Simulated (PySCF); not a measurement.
# UMP2/STO-6G run of CH2F (SMILES [CH2]F)

What is the vertical doublet–quartet gap of CH2F at UMP2/STO-6G? 

The calculation is run with PySCF 2.14.0.

9 further runs of the same task are left out: 9 set aside as unsound or not needed.

### Step 1. The molecule

CH2F: 4 atoms, total charge 0, spin state doublet. As SMILES, `[CH2]F`. The shape is that of a PBE0-D4/def2-TZVP optimisation.

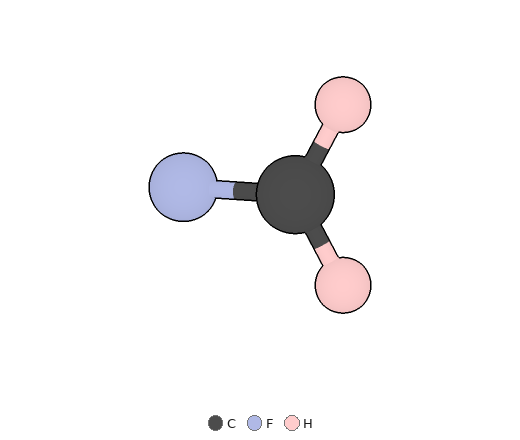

The structure, seen from a chosen angle (carbon dark grey, fluorine light blue, hydrogen pink).

### Step 2. A single-point energy at UMP2/STO-6G

Contents of calc.py:

```python
from pyscf import gto, mp

mol = gto.Mole()
mol.atom = '''
C     -0.056881    -0.108848    -0.247743
F      1.795240     1.311470     0.688994
H     -1.789382     0.892518    -0.666128
H      0.051023    -2.095139     0.224877
'''
mol.unit = 'bohr'
mol.spin = 1
mol.verbose = 4
mol.basis = 'sto-6g'
mol.max_memory = 1860
mol.build()

hf = mol.UHF()
hf.conv_tol = 1e-10
hf.kernel()
if not hf.converged:
    hf = hf.newton().run(hf.mo_coeff, hf.mo_occ)

pt = mp.MP2(hf, frozen=2).run()
energy = pt.e_tot
print('E = %.10f Eh' % energy)
```

Launch:

```bash
OMP_NUM_THREADS=1 python calc.py
```

Log:

```text
PySCF version 2.14.0

[INPUT] num. atoms = 4
[INPUT] num. electrons = 17
[INPUT] charge = 0
[INPUT] spin (= nelec alpha-beta = 2S) = 1
[INPUT] symmetry False subgroup None
[INPUT] Mole.unit = bohr
[INPUT] Symbol           X                Y                Z      unit          X                Y                Z       unit  Magmom
[INPUT]  1 C     -0.030100128934  -0.057599881054  -0.131099949765 AA   -0.056881000000  -0.108848000000  -0.247743000000 Bohr   0.0
[INPUT]  2 F      0.950000096132   0.694000036805   0.364599923261 AA    1.795240000000   1.311470000000   0.688994000000 Bohr   0.0
[INPUT]  3 H     -0.946900176030   0.472300185936  -0.352499757156 AA   -1.789382000000   0.892518000000  -0.666128000000 Bohr   0.0
[INPUT]  4 H      0.027000208833  -1.108699812510   0.118999783660 AA    0.051023000000  -2.095139000000   0.224877000000 Bohr   0.0

nuclear repulsion = 32.2861437378789
number of shells = 8
number of NR pGTOs = 72
number of NR cGTOs = 12
basis = sto-6g
ecp = {}

******** <class 'pyscf.scf.uhf.UHF'> ********
method = UHF
initial guess = minao
damping factor = 0
level_shift factor = 0
DIIS = <class 'pyscf.scf.diis.CDIIS'>
diis_start_cycle = 1
diis_space = 8
diis_damp = 0
SCF conv_tol = 1e-10
SCF conv_tol_grad = None
SCF max_cycles = 50
direct_scf = True
direct_scf_tol = 1e-13
number electrons alpha = 9  beta = 8
Set gradient conv threshold to 1e-05
init E= -137.818392356492
[... the frontier-level lines of each cycle are left out ...]

cycle= 1 E= -137.789345246709  delta_E= 0.029  |g|= 0.226  |ddm|= 1.67
cycle= 2 E= -137.832574025167  delta_E= -0.0432  |g|= 0.0569  |ddm|= 0.374
cycle= 3 E= -137.835563981969  delta_E= -0.00299  |g|= 0.0233  |ddm|= 0.0849
cycle= 4 E= -137.836463778539  delta_E= -0.0009  |g|= 0.0101  |ddm|= 0.0555
cycle= 5 E= -137.836699732599  delta_E= -0.000236  |g|= 0.00281  |ddm|= 0.0357
cycle= 6 E= -137.83671597215  delta_E= -1.62e-05  |g|= 0.00085  |ddm|= 0.0103
cycle= 7 E= -137.836717453951  delta_E= -1.48e-06  |g|= 0.00023  |ddm|= 0.00279
cycle= 8 E= -137.836717567188  delta_E= -1.13e-07  |g|= 3.46e-05  |ddm|= 0.000939
cycle= 9 E= -137.836717569323  delta_E= -2.13e-09  |g|= 1.34e-05  |ddm|= 9.87e-05
cycle= 10 E= -137.836717569703  delta_E= -3.8e-10  |g|= 2.77e-06  |ddm|= 4.82e-05
cycle= 11 E= -137.836717569718  delta_E= -1.49e-11  |g|= 5.75e-07  |ddm|= 9.88e-06
Extra cycle  E= -137.836717569718  delta_E= -4.55e-13  |g|= 2.59e-07  |ddm|= 9e-07
converged SCF energy = -137.836717569718  <S^2> = 0.76125548  2S+1 = 2.011224

******** <class 'pyscf.mp.ump2.UMP2'> ********
nocc = (np.int64(7), np.int64(6)), nmo = (10, 10)
frozen orbitals 2
E(UMP2) = -137.891921595226  E_corr = -0.0552040255074547
E(SCS-UMP2) = -137.897243349294  E_corr = -0.0605257795759958
E_corr(same-spin) = -0.00659890503801901
E_corr(oppo-spin) = -0.0486051204694356
E = -137.8919215952 Eh
```

Run time: 1.2 s. Hardware: 1 thread of AMD EPYC 7B13 (Zen 3), shared host; peak memory 0.12 GiB.

### Step 3. The quartet at the same level

calc.py, as its differences from that of step 2:

```diff
@@ -9,7 +9,8 @@
 '''
+mol.spin = 3
 mol.unit = 'bohr'
-mol.spin = 1
-mol.verbose = 4
+mol.charge = 0
+mol.max_memory = 1860
+mol.verbose = 3
 mol.basis = 'sto-6g'
-mol.max_memory = 1860
 mol.build()
@@ -23,3 +24,3 @@
 pt = mp.MP2(hf, frozen=2).run()
-energy = pt.e_tot
-print('E = %.10f Eh' % energy)
+e_final = pt.e_tot
+print('E(%s) = %.9f' % ('MP2', e_final))
```

Launch:

```bash
OMP_NUM_THREADS=1 python calc.py
```

Log:

```text
WARN: HOMO 0.41473801037455 >= LUMO -0.391950943737066

WARN: HOMO 0.138593907496931 >= LUMO 0.0790815343965594

converged SCF energy = -137.414170698822  <S^2> = 3.7579295  2S+1 = 4.0039628
E(UMP2) = -137.443667485476  E_corr = -0.0294967866548777
E(SCS-UMP2) = -137.446452886773  E_corr = -0.0322821879517244
E(MP2) = -137.443667485
```

Run time: 1.2 s. Hardware: 1 thread of AMD EPYC 7B13 (Zen 3), shared host; peak memory 0.12 GiB.

### Step 4. What came out

At UMP2/STO-6G, 2 core orbitals frozen:

| quantity | value |
| --- | --- |
| doublet: total energy | -137.89192 Eh |
| doublet: dipole moment (Hartree–Fock density) | 0.99 D |
| doublet: HOMO energy (Hartree–Fock orbitals) (highest over α and β) | -8.67 eV |
| doublet: LUMO energy (Hartree–Fock orbitals) (lowest over α and β) | 8.52 eV |
| doublet: correlation energy (2 core orbitals frozen) | -55.2 mEh |
| doublet: ⟨S²⟩ of the reference determinant | 0.761 |
| quartet: total energy | -137.44367 Eh |
| quartet: dipole moment (Hartree–Fock density) | 1.36 D |
| quartet: HOMO energy (Hartree–Fock orbitals) (highest over α and β) | 0.38 eV |
| quartet: LUMO energy (Hartree–Fock orbitals) (lowest over α and β) | 5.96 eV |
| quartet: correlation energy (2 core orbitals frozen) | -29.5 mEh |
| quartet: ⟨S²⟩ of the reference determinant | 3.758 |
| vertical energy of the quartet above the doublet | 12.198 eV |

What this shows: At this shape the quartet lies 12.20 eV (281 kcal/mol) above the doublet. In a minimal basis such a difference can be off by several eV, whatever the method. Mulliken charges (doublet) of the mean-field density run from -0.14 on F2 to +0.06 on H3; they depend strongly on the basis.
